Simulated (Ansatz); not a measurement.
# CaCr2Ni2: relaxing a made-up structure

Starting from a made-up structure for CaCr2Ni2, the aim is the relaxed cell, its shortest contacts and, where a second run follows, its electronic structure.

Program: Ansatz 0.2.0. Level of theory: DFT, PBE, plane-wave PAW, files of the set soft_1, scalar-relativistic, ferromagnetic start, cell and ions relaxed at zero pressure; PAW set soft_1, in the first sound run; inputs show where later runs differ. Results are calculated unless marked as measured.

In doubt: warnings of the run leave room for a lower electronic state, so energies may not be the lowest and differences between runs may mislead.

### Step 1. The starting structure

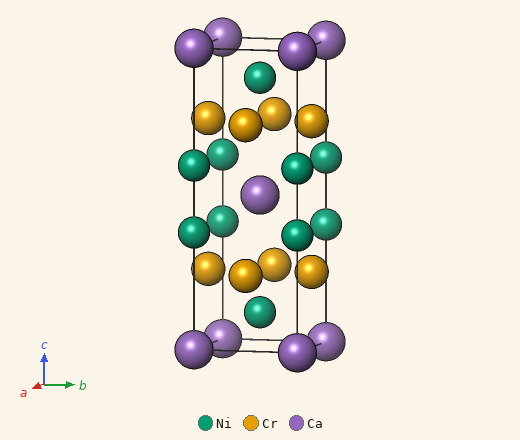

The starting structure, seen slightly off an axis (nickel teal, chromium orange, calcium purple). This picture shows the conventional cell, with its axes. Some periodic images of atoms are drawn too.

### Step 2. Relaxing cell and atoms

The guess takes its coordinates from another compound and its volume from a rule, so the cell and any free coordinates are relaxed together.

input.yaml reads:

```yaml
crystal:
  lattice:
    - [-1.8725, 1.8725, 5.2915]
    - [1.8725, -1.8725, 5.2915]
    - [1.8725, 1.8725, -5.2915]
  atoms:
    - { symbol: Ni, position: [0.611, 0.611, 0.0], spin: 1.0 }
    - { symbol: Ni, position: [0.389, 0.389, 0.0], spin: 1.0 }
    - { symbol: Cr, position: [0.75, 0.25, 0.5], spin: 3.0 }
    - { symbol: Cr, position: [0.25, 0.75, 0.5], spin: 3.0 }
    - { symbol: Ca, position: [0.0, 0.0, 0.0] }
magnetization:
  spin_polarized: true
kpoints:
  mp_grid: { grid: [10, 10, 10] }
scf:
  occupations: { method: fermi_dirac, width: 0.05 }
hamiltonian:
  xc: pbe
  pseudopotentials: { kind: paw, azcp: { folder: soft_1 } }
relax:
  f_tol: 0.015
  max_steps: 70
  cell: {}
output:
  forces: true
  stress: true
```

Started as:

```console
$ ansatz run input.yaml --threads 4 --pin off --max-ram 8192MiB --backend cpu --events-out ev --progress --plain --runs-dir out
```

Numbers of over 12 decimals in the logs are rounded to 6 here.

Output:

```text
basis.fft_grid_basis auto: the FFT boxes are laid along the combinations [[1, 0, 1], [0, 1, 1], [0, 0, 1]] of the cell's own vectors, 3.745, 3.745 and 5.917 Å long. The dense box has 27×27×40 points. Along the cell's own vectors, as sized, it would have 40×40×40, 2.19 times as many. Of the 16 symmetry operations that the crystal satisfies within crystal.symmetry.tolerance (time reversal apart; of a slab, those that k [...]
Engine: ansatz 0.2.0, x86_64-unknown-linux-gnu
Pseudopotentials: kind: paw
Pseudopotential: Ni, paw, valence charge 18, recommended cutoff 420 eV (normal), soft_1/Ni.paw.azcp
Pseudopotential: Cr, paw, valence charge 14, recommended cutoff 420 eV (normal), soft_1/Cr.paw.azcp
Pseudopotential: Ca, paw, valence charge 10, recommended cutoff 420 eV (normal), soft_1/Ca.paw.azcp
Functional definition: PBE
  parameter kappa = 0.804
  parameter beta = 0.066725
  exchange = pbe_x(kappa = kappa, mu = beta*pi^2/3)
  correlation = pbe_c(beta = beta)
Crystal: 5 atoms, lattice volume = 74.213 Å³
Basis set: ecut = 420 eV, 1453 PW (Γ), FFT grids on a1+a3, a2+a3, a3, exchange–correlation on 54×54×80 points (8 copies of the dense FFT grid, shifted against one another)
Bands: 50, of which v1, the nominal top of the filled ones, is band 37 counted from 1 (36 counted from 0)
Symmetry: 16 space group operations
Space group: I4/mmm (ITA 139), of the structure as read, at distance tolerance 4.2e-5 Å
Magnetic group: BNS 139.531 (UNI 1191), of the structure as read, at distance tolerance 4.2e-5 Å
k-points: 102 of 1000
Non-local potential: Ni, projectors of the file, l = 0: 3, l = 1: 2, l = 2: 3, l = 3: 1
Non-local potential: Cr, projectors of the file, l = 0: 3, l = 1: 2, l = 2: 3, l = 3: 1
Non-local potential: Ca, projectors of the file, l = 0: 3, l = 1: 2, l = 2: 2
PAW form: soft (Blöchl's): semilocal exchange-correlation on the pseudo side does not see the compensation charge
PAW one-centre angular grid: Ni, 590 points (default); XC on 64 Gauss nodes
PAW one-centre angular grid: Cr, 590 points (default); XC on 64 Gauss nodes
PAW one-centre angular grid: Ca, 110 points (default); XC on 64 Gauss nodes
Initial density: superposition of atomic densities (chi_scale 0.1, normalization cell, long waves kept (reshape's long-wave potential 0.00 eV rms))
Starting moments: Σ|m| = 8 μB on 4 of 5 sites
Initial wavefunctions: pseudopotential atomic-orbital guess
Functional: x = pbe(κ = 0.804, μ = 0.219515), c = pbe(β = 0.066725)
SCF iter   1: F=—  HF=-20252.021148 eV  |F-HF|=—  |Δ(HF+E_count)|=         —  Δρ=1.42e-1 (↑1.42e-1 ↓5.56e-2)  dr2=3.24e1  dr2_m=1.67e0  M=5.629 μB ∫|m|=5.656 μB  β_m=0.30  ethr=3.10e-3  ⟨swp⟩=8.5  Hψ=45192  notcnv=0  defer=6
Mixer restart at iter 1: flushing history
preconditioner: auto → Kerker (q_TF=auto, 2.727 Å⁻¹)  [metal: Δε(μ)=0.002 eV  Ē_g=8.462 eV  σ=0.050 eV  W_gap=0.01  n_scr=32 (ndim 8)  ℏωp=27.3 eV  f_vac=0.000  D(μ)=6.28/eV (n_scr^D=78)]
spin=Collinear: Kerker preconditioning applied to the charge; magnetization (m = ρ↑ − ρ↓) channel mixes plain (no charge-response kernel on spin).
SCF iter   2: F=—  HF=-20248.889680 eV  |F-HF|=—  |Δ(HF+E_count)|=    3.13e0  Δρ=6.09e-2 (↑6.09e-2 ↓3.78e-2)  dr2=1.02e1  dr2_m=4.39e-1  M=5.818 μB ∫|m|=5.836 μB  β_m=0.40  ethr=3.10e-3  ⟨swp⟩=3.1  Hψ=22463  notcnv=0  defer=736
SCF iter   3: F=—  HF=-20249.599770 eV  |F-HF|=—  |Δ(HF+E_count)|=   7.10e-1  Δρ=2.72e-2 (↑2.72e-2 ↓1.59e-2)  dr2=1.14e0  dr2_m=1.31e-1  M=5.710 μB ∫|m|=5.743 μB  β_m=0.42  ethr=3.10e-3  ⟨swp⟩=3.3  Hψ=20091  notcnv=0  defer=725
SCF iter   4: F=—  HF=-20249.609555 eV  |F-HF|=—  |Δ(HF+E_count)|=   9.78e-3  Δρ=2.53e-2 (↑1.04e-2 ↓2.53e-2)  dr2=9.13e-1  dr2_m=8.88e-2  M=5.543 μB ∫|m|=5.590 μB  β_m=0.52  ethr=1.53e-3  ⟨swp⟩=3.0  Hψ=18329  notcnv=0  defer=607
SCF iter   5: F=—  HF=-20249.950367 eV  |F-HF|=—  |Δ(HF+E_count)|=   3.41e-1  Δρ=8.62e-3 (↑6.79e-3 ↓8.62e-3)  dr2=1.25e-1  dr2_m=1.95e-2  M=5.229 μB ∫|m|=5.307 μB  β_m=0.76  ethr=1.23e-3  ⟨swp⟩=2.8  Hψ=16563  notcnv=0  defer=607
SCF iter   6: F=—  HF=-20250.011489 eV  |F-HF|=—  |Δ(HF+E_count)|=         —  Δρ=1.27e-2 (↑1.27e-2 ↓8.77e-3)  dr2=3.77e-2  dr2_m=6.62e-2  M=4.793 μB ∫|m|=4.878 μB  β_m=0.76  ethr=1.68e-4  ⟨swp⟩=2.2  Hψ=17013  notcnv=0  defer=600
Mixer restart at iter 6: flushing history
SCF iter   7: F=—  HF=-20250.018393 eV  |F-HF|=—  |Δ(HF+E_count)|=   6.90e-3  Δρ=9.68e-3 (↑7.69e-3 ↓9.68e-3)  dr2=5.37e-2  dr2_m=3.06e-2  M=4.595 μB ∫|m|=4.683 μB  β_m=0.88  ethr=5.09e-5  ⟨swp⟩=2.2  Hψ=19845  notcnv=0  defer=600
SCF iter   8: F=—  HF=-20250.055080 eV  |F-HF|=—  |Δ(HF+E_count)|=   3.67e-2  Δρ=1.38e-2 (↑1.38e-2 ↓1.37e-2)  dr2=2.92e-1  dr2_m=1.39e-2  M=4.430 μB ∫|m|=4.522 μB  β_m=0.28  ethr=5.09e-5  ⟨swp⟩=3.0  Hψ=21272  notcnv=0  defer=569  recentre
SCF iter   9: F=—  HF=-20250.006524 eV  |F-HF|=—  |Δ(HF+E_count)|=   4.86e-2  Δρ=4.76e-3 (↑4.76e-3 ↓4.61e-3)  dr2=1.84e-3  dr2_m=1.43e-2  M=4.415 μB ∫|m|=4.506 μB  β_m=0.35  ethr=5.09e-5  ⟨swp⟩=2.4  Hψ=21205  notcnv=0  defer=561
SCF iter  10: F=—  HF=-20250.006593 eV  |F-HF|=—  |Δ(HF+E_count)|=   6.89e-5  Δρ=2.79e-3 (↑2.79e-3 ↓2.56e-3)  dr2=2.93e-4  dr2_m=4.77e-3  M=4.184 μB ∫|m|=4.280 μB  β_m=0.63  ethr=2.48e-6  ⟨swp⟩=2.1  Hψ=16416  notcnv=0  defer=561
SCF iter  11: F=—  HF=-20250.007105 eV  |F-HF|=—  |Δ(HF+E_count)|=   5.12e-4  Δρ=6.52e-4 (↑6.52e-4 ↓6.26e-4)  dr2=7.61e-4  dr2_m=3.84e-5  M=3.806 μB ∫|m|=3.908 μB  β_m=0.82  ethr=3.96e-7  ⟨swp⟩=2.7  Hψ=20892  notcnv=0  defer=561
SCF iter  12: F=—  HF=-20250.007132 eV  |F-HF|=—  |Δ(HF+E_count)|=   2.68e-5  Δρ=4.77e-4 (↑4.77e-4 ↓4.00e-4)  dr2=2.43e-4  dr2_m=5.88e-5  M=3.817 μB ∫|m|=3.917 μB  β_m=0.91  ethr=3.96e-7  ⟨swp⟩=2.0  Hψ=12699  notcnv=0  defer=561
SCF iter  13: F=—  HF=-20250.007118 eV  |F-HF|=—  |Δ(HF+E_count)|=   1.36e-5  Δρ=3.75e-4 (↑3.75e-4 ↓2.29e-4)  dr2=4.00e-5  dr2_m=5.02e-5  M=3.776 μB ∫|m|=3.875 μB  β_m=0.82  ethr=3.28e-7  ⟨swp⟩=2.0  Hψ=15094  notcnv=0  defer=561
SCF iter  14: F=—  HF=-20250.007101 eV  |F-HF|=—  |Δ(HF+E_count)|=   1.75e-5  Δρ=1.97e-4 (↑1.32e-4 ↓1.97e-4)  dr2=3.19e-5  dr2_m=8.01e-6  M=3.785 μB ∫|m|=3.883 μB  β_m=0.91  ethr=5.41e-8  ⟨swp⟩=2.0  Hψ=17494  notcnv=0  defer=561
SCF iter  15: F=—  HF=-20250.007102 eV  |F-HF|=—  |Δ(HF+E_count)|=   1.53e-6  Δρ=5.60e-5 (↑3.90e-5 ↓5.60e-5)  dr2=2.92e-6  dr2_m=4.02e-7  M=3.776 μB ∫|m|=3.874 μB  β_m=0.85  ethr=4.30e-8  ⟨swp⟩=2.0  Hψ=13150  notcnv=0  defer=561
SCF iter  16: F=—  HF=-20250.007101 eV  |F-HF|=—  |Δ(HF+E_count)|=   8.36e-7  Δρ=1.08e-5 (↑1.08e-5 ↓8.60e-6)  dr2=2.48e-7  dr2_m=1.44e-8  M=3.777 μB ∫|m|=3.874 μB  β_m=0.92  ethr=3.95e-9  ⟨swp⟩=2.0  Hψ=16705  notcnv=0  defer=561
[...]
relax step   6: F+E_penalty+E_count = -20250.24521202 eV  Δ(F+E_penalty+E_count) = -1.191e-4 eV  max|allowed force component| = 4.259e-3 eV/Å  Δτ_max = 0.0025 Å  P = -0.006 GPa  Ω = 81.707 Å³  energy of the carried Pulay correction = -2.464e-3 eV  (9 SCF iters, dr2 threshold 1.87e-8 eV, accepted)
[...]
relax step   7: F+E_penalty+E_count = -20250.24963954 eV  Δ(F+E_penalty+E_count) = -4.428e-3 eV  max|allowed force component| = 5.447e-3 eV/Å  Δτ_max = 0.0000 Å  P = +0.097 GPa  Ω = 81.707 Å³  stress off target by 1.50e-1 GPa  SCF on the basis re-selected at this cell (its energy is not comparable with the rows above)  (15 SCF iters)
[...]
relax step   8: F+E_penalty+E_count = -20250.24978502 eV  Δ(F+E_penalty+E_count) = -1.455e-4 eV  max|allowed force component| = 3.538e-4 eV/Å  Δτ_max = 0.0030 Å  P = +0.008 GPa  Ω = 81.763 Å³  energy of the carried Pulay correction = -1.638e-5 eV  (10 SCF iters, dr2 threshold 5.66e-8 eV, accepted)
iter 1 solved again at ethr=1.67e-6 eV; its pass at ethr=3.10e-3 eV (dr2=1.24e-3 eV) is discarded
SCF iter   1: F=—  HF=-20250.249796 eV  |F-HF|=—  |Δ(HF+E_count)|=         —  Δρ=2.67e-6 (↑2.67e-6 ↓2.15e-6)  dr2=4.99e-9  dr2_m=8.26e-10  M=5.895 μB ∫|m|=6.017 μB  β_m=0.65  ethr=1.67e-6  ⟨swp⟩=2.2  Hψ=62492  notcnv=0
eigensolver tolerance schedule: the retry pair's looser diagonalisation over-reported the residual by 248273.74 of it (diagonalisation noise at an unbounded share of the residual, at the tolerance the schedule requests for it); recorded, not acted on — ethr = c·dr2/N_el stays at c = 1.0e-1
preconditioner: auto → Kerker (q_TF=auto, 2.043 Å⁻¹)  [metal: Δε(μ)=0.005 eV  Ē_g=7.922 eV  σ=0.050 eV  W_gap=0.03  n_scr=10 (ndim 8)  ℏωp=26.0 eV  f_vac=0.000  D(μ)=6.73/eV (n_scr^D=78)]
spin=Collinear: Kerker preconditioning applied to the charge; magnetization (m = ρ↑ − ρ↓) channel mixes plain (no charge-response kernel on spin).
SCF iter   2: F=—  HF=-20250.249802 eV  |F-HF|=—  |Δ(HF+E_count)|=   5.59e-6  Δρ=9.97e-7 (↑9.97e-7 ↓8.28e-7)  dr2=6.18e-10  dr2_m=1.53e-10  M=5.895 μB ∫|m|=6.017 μB  β_m=0.46  ethr=6.74e-12  ⟨swp⟩=3.7  Hψ=26355  notcnv=0
SCF iter   3: F=—  HF=-20250.249802 eV  |F-HF|=—  |Δ(HF+E_count)|=  6.26e-10  Δρ=4.60e-7 (↑4.60e-7 ↓4.34e-7)  dr2=1.39e-10  dr2_m=1.34e-11  M=5.895 μB ∫|m|=6.017 μB  β_m=0.53  ethr=1.00e-12  ⟨swp⟩=2.0  Hψ=17170  notcnv=0
SCF iter   4: F=—  HF=-20250.249802 eV  |F-HF|=—  |Δ(HF+E_count)|=  5.17e-10  Δρ=3.01e-7 (↑2.93e-7 ↓3.01e-7)  dr2=9.00e-11  dr2_m=1.99e-11  M=5.895 μB ∫|m|=6.017 μB  β_m=0.50  ethr=1.00e-12  ⟨swp⟩=2.0  Hψ=12869  notcnv=0
SCF iter   5: F=—  HF=-20250.249802 eV  |F-HF|=—  |Δ(HF+E_count)|=  1.42e-10  Δρ=2.87e-7 (↑2.87e-7 ↓1.74e-7)  dr2=3.57e-11  dr2_m=3.24e-11  M=5.895 μB ∫|m|=6.017 μB  β_m=0.75  ethr=1.00e-12  ⟨swp⟩=1.0  Hψ=10200  notcnv=0
SCF iter   6: F=—  HF=-20250.249802 eV  |F-HF|=—  |Δ(HF+E_count)|=  1.53e-10  Δρ=2.76e-7 (↑2.76e-7 ↓1.45e-7)  dr2=5.42e-11  dr2_m=2.31e-11  M=5.895 μB ∫|m|=6.017 μB  β_m=0.88  ethr=1.00e-12  ⟨swp⟩=1.0  Hψ=10201  notcnv=0
SCF iter   7: F=—  HF=-20250.249802 eV  |F-HF|=—  |Δ(HF+E_count)|=  1.46e-11  Δρ=2.03e-8 (↑1.82e-8 ↓2.03e-8)  dr2=9.13e-13  dr2_m=1.35e-13  M=5.895 μB ∫|m|=6.017 μB  β_m=0.94  ethr=1.00e-12  ⟨swp⟩=1.2  Hψ=10308  notcnv=0
SCF iter   8: F=—  HF=-20250.249802 eV  |F-HF|=—  |Δ(HF+E_count)|=  3.64e-12  Δρ=1.37e-7 (↑1.28e-7 ↓1.37e-7)  dr2=6.31e-11  dr2_m=8.22e-13  M=5.895 μB ∫|m|=6.017 μB  β_m=0.97  ethr=1.00e-12  ⟨swp⟩=1.0  Hψ=10200  notcnv=0
SCF iter   9: F=-20250.249802 eV  HF=-20250.249802 eV  |F-HF|=1.09e-11  |Δ(HF+E_count)|=  3.64e-12  Δρ=4.52e-8 (↑4.52e-8 ↓3.34e-8)  dr2=6.53e-12  dr2_m=1.95e-13  M=5.895 μB ∫|m|=6.017 μB  ethr=1.00e-12  ⟨swp⟩=1.7  Hψ=22474  notcnv=0
SCF 9 converged in 9 iterations: F = -20250.249802 eV  dr2 = 6.53e-12
relax step   9: F+E_penalty+E_count = -20250.24980191 eV  Δ(F+E_penalty+E_count) = -1.689e-5 eV  max|allowed force component| = 3.499e-4 eV/Å  Δτ_max = 0.0000 Å  P = +0.008 GPa  Ω = 81.763 Å³  stress off target by 1.75e-2 GPa  SCF on the basis re-selected at this cell (its energy is not comparable with the rows above)  (9 SCF iters)
basis re-selected at this cell: Δ(F+E_penalty+E_count) = -1.689e-5 eV, ΔP = -0.000 GPa vs the last step (what re-selecting the basis moved, of the pressure what is left beyond the Pulay correction that the steps carried, after the strain that the cell walked since its last selection, with what the two solves' SCF thresholds leave and, on support functions, any second-order correction that the steps lacked; it is no m [...]
WARN: an SCF from ferrimagnetic starting moments (1.00, 1.00, -3.00, 3.00, 0.00 Bohr magnetons, atom by atom) was not made, by what the run has read of turns of its moments that order reads lower: the deck asks for what bars it, or types moments that do (magnetization.spin_polarized, in the input reference, names some of the keys), or the run goes by scf.lower_state_search: light, the default, which as a rule tries one only behind a close that has lost an order of both signs, or on which an open d or half-filled 4f shell of a PAW file has lost a moment that was set nearer to Hund's than to what is left; [rest of the remark cut]
SCF converged after 9 iterations
Magnetization: 5.8954 μB (39.9477 up, 34.0523 down)
Absolute magnetization: 6.0206 μB (∫|ρ↑−ρ↓|, with the PAW one-centre terms)
Spin contamination: 0.1710 ħ² per cell (⟨S²⟩ above its minimum at these occupations)
Per-site moments (μB) at R_I (Å): [(0.343102, 0.994769), (0.343102, 0.994769), (2.247263, 0.999249), (2.247263, 0.999249), (0.027051, 1.260090)]
Free energy (F): -20250.249802 eV
Harris-Foulkes:  -20250.249802 eV  (|F-HF|=1.09e-11)
Internal energy: -20250.194563 eV  (E = F + TS)
E sigma→0 (E₀):  -20250.222182 eV
Entropy (-TS):   -0.055239 eV (-11.048 meV/atom)
Fermi energy:    12.622957 eV
--- Per-component energies (eV) ---
  E_band       = -1323.022751
  E_kinetic    = 1536.330266
  E_local      = -11332.083450  (includes V_loc(G=0)·N_el)
  E_nonlocal   = -50.670274
  E_hartree    = 5544.281737
  E_xc         = -581.808136
  E_vxc        = -740.028537  (∫ρ·V_xc dr)
  E_paw        = -6624.874111  (= ΣΔE_a)
  E_vpaw       = -1825.137742  (= ΣTr[D̂ρ^β])
  E_aug_tail   = 0.003532  (compensation charges beyond the density's cutoff)
  E_ewald      = -8741.374127
  E_smearing   = -0.055239  (= −TS)
  E_closure    = 0.000000  (closes the sum)
  Σ components = -20250.249802   (vs F -20250.249802, Δ=0.00e0)
--- Forces (eV/Å), atoms counted from 1 ---
  atom   1  Ni     0.00000000     0.00000000    -0.00034987
  atom   2  Ni    -0.00000000     0.00000000     0.00034987
  atom   3  Cr    -0.00000000    -0.00000000     0.00000000
  atom   4  Cr     0.00000000     0.00000000    -0.00000000
  atom   5  Ca    -0.00000000    -0.00000000     0.00000000
  max |Σ_I F_I| component: 2.43e-17 eV/Å
--- Stress (GPa, compression-positive) ---
        0.017453       0.000000       0.000000
        0.000000       0.017453      -0.000000
        0.000000      -0.000000      -0.010814
  P = ⅓ Tr σ = 0.0080 GPa (0.080 kbar)
--- Relaxed structure (7 steps of the walk, 7 accepted, 2 SCFs on fresh bases) ---
  F+E_penalty+E_count = -20250.24980191 eV   max|allowed force component| = 3.499e-4 eV/Å   (the final SCF, on the basis selected at the relaxed cell)
  cell:  # Å, volume = 81.7631 Å³
    - [-1.984650, 1.984650, 5.189543]
    - [1.984650, -1.984650, 5.189543]
    - [1.984650, 1.984650, -5.189543]
  atoms:
    - { symbol: Ni, position: [0.616174, 0.616174, 0] }
    - { symbol: Ni, position: [0.383826, 0.383826, 0] }
    - { symbol: Cr, position: [0.75, 0.250000, 0.5] }
    - { symbol: Cr, position: [0.250000, 0.75, 0.5] }
    - { symbol: Ca, position: [1.475244380968654e-19, 1.4752443809686538e-19, 0] }
```

Wall time 73 s (4 threads of AMD EPYC 9R14 (Zen 4), shared host); peak memory 0.97 GiB.

The steps of the relaxation:

```
step  energy less that of the first step (eV)  largest force component (eV/Å)  pressure (GPa)  volume (Å³)
   1                                   0.0000                          0.2521            6.43        74.21
   2                                  -0.1519                          0.0629            4.82        77.64
   3                                  -0.2097                          0.0177           -2.86        84.75
   4                                  -0.2365                          0.0084           -0.35        82.16
   5                                  -0.2380                          0.0090            0.00        81.74
   6                                  -0.2381                          0.0043           -0.01        81.71
  7*                                  -0.2425                          0.0054            0.10        81.71
   8                                  -0.2427                          0.0004            0.01        81.76
  9*                                  -0.2427                          0.0003            0.01        81.76
```

Relaxation steps marked * repeat the geometry before them on a plane-wave basis chosen anew for their cell, so energy and pressure can jump there.

The run keeps the 16 symmetry operations that it works with, so distortions that break them were not tested.

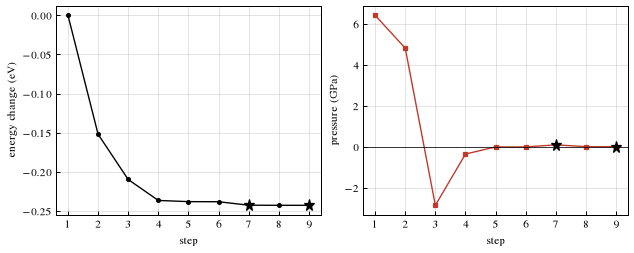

Energy and pressure along the relaxation. Stars mark steps on a basis chosen anew.

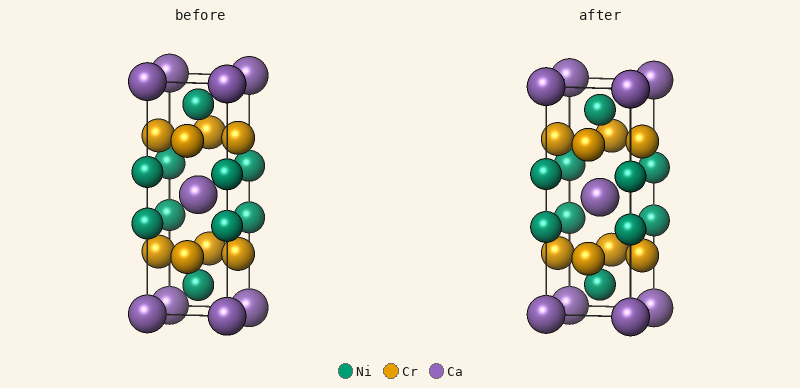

Before and after, at one scale.

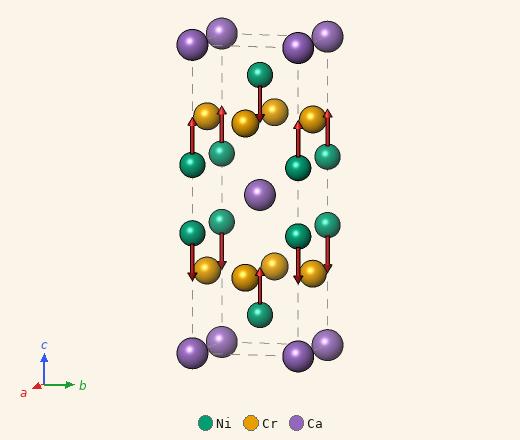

Displacements in the relaxation, exaggerated, measured against the changing cell; the longest in the cell stands for 0.05 Å. Some periodic images of atoms are drawn too.

```
conventional cell, symmetrised  before   after   change
                         a (Å)   3.745   3.969   +6.0 %
                         b (Å)   3.745   3.969   +6.0 %
                         c (Å)  10.583  10.379   -1.9 %
              volume (Å³/atom)   14.84   16.35  +10.2 %
```

The atoms that moved most (Å, as changes of fractional coordinates times the final cell):

```
atom     dx     dy      dz  length
 Ni2  0.000  0.000  -0.054   0.054
 Ni1  0.000  0.000   0.054   0.054
```

Numbers from this step:

| Quantity | Value |
| --- | --- |
| free energy | -20250.2498 eV |
| energy at zero smearing | -20250.2222 eV |
| smearing term TS | 0.05524 eV |
| Fermi energy | 12.62 eV |
| magnetization | 5.895 μB |
| absolute magnetization | 6.021 μB |
| site moments | 0.3431, 0.3431, 2.247, 2.247, 0.02705 μB |
| electrons | 74 |
| symmetry operations | 16 |
| pressure | 0.008030 GPa |

Site moment by atom:

```
atom  site moment (μB)
 Ni1              0.34
 Ni2              0.34
 Cr3              2.25
 Cr4              2.25
 Ca5              0.03
```

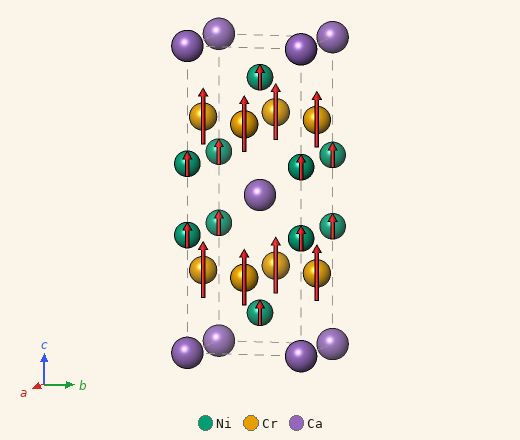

Site moment as arrows, the longest 2.25 μB. Up and down stand for the sign. Arrows give size and sign along the axis of quantisation, drawn up and down the page. Each arrow also spans its atom, so small moments look longer than they are. Some periodic images of atoms are drawn too.

Shortest distances by pair of elements, guess and relaxed (not always the same contact):

```
 pair  guess (Å)  relaxed (Å)
Ni–Ni      2.349        2.412
Cr–Ni      2.381        2.422
Cr–Cr      2.648        2.807
Ca–Ni      2.897        3.055
Ca–Cr      3.241        3.267
```

The relaxation ends with a largest force component of 3.5e-4 eV/Å and a pressure of 0.01 GPa.

(Continued in part 2 of 2.)

[Logs are printed without paths, hosts, clocks, repeated set-up lines and the standing remarks that a program may print on its own settings, such as how far it seeks lower states.]

[Hosts, paths, dates, database ids (printed as entryN), source tags and the programs' standing remarks are cut or masked in the printed files.]
